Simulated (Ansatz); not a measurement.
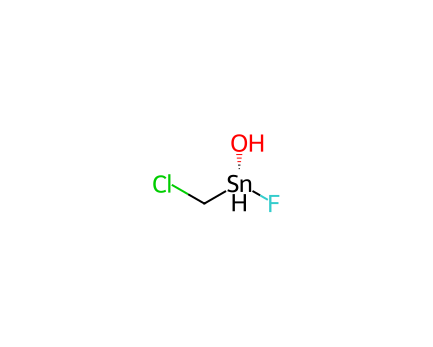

The drawing above gives the connectivity. Computed geometry: PBE-D4/def2-SVP optimisation. No frequency run is at hand to confirm it as a minimum.

What does the molecule look like in three dimensions?

It has 9 atoms: 1 carbon, 4 hydrogen, 1 chlorine, 1 fluorine, 1 oxygen and 1 tin (CH4ClFOSn). Its SMILES string is `[OH][Sn@H]([F])[CH2]Cl`. Among its groups: C–Cl bond. The point group is C1. Coordination: 1 O bent; 1 Sn tetrahedral; 1 C tetrahedral.

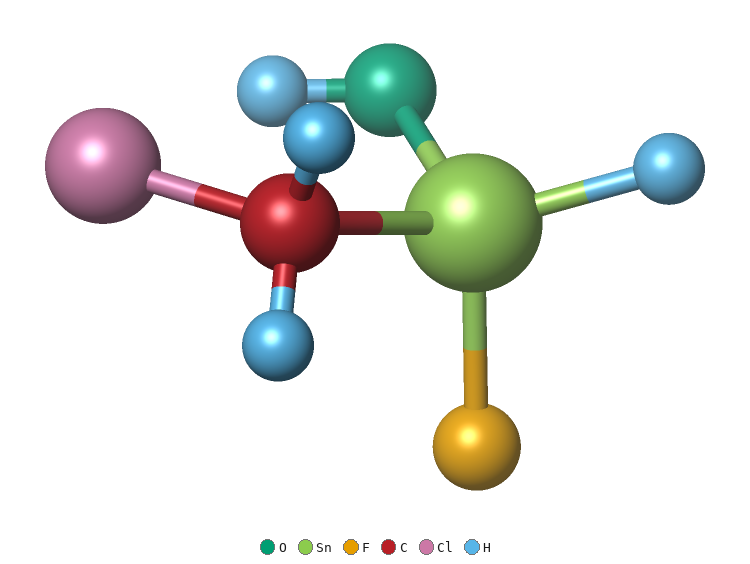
